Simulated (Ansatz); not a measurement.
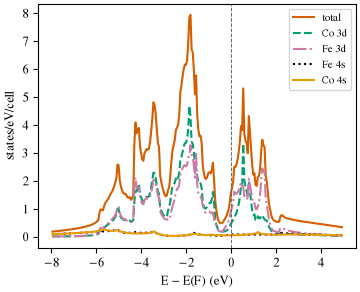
Figure. Total and projected density of states of FeCo (CsCl type, Pm-3m), plane-wave PAW PBEsol (Ansatz code)

Task: Which orbitals carry the states next to the Fermi level?

Result: Within 0.5 eV of the Fermi level: Fe 3d 55 %, Co 3d 36 %. Projections are on Löwdin-orthogonalised atomic valence shells; empty p or d shells of many metals are not among them.

Task: Where is the tallest occupied peak in this window, and what makes it?

Result: Near -1.8 eV, about 7.9 states/eV per cell; the largest projected share is Co 3d.

Symmetry was held in the PBEsol relaxation. The final state is ferromagnetic, chosen from 5 collinear starts compared on coarse meshes (ties went to the first, and starts can fall back to one state), not a proven ground state. Textbook magnetic order: ferromagnetic.

Potentials: the later of the program's two PAW sets.
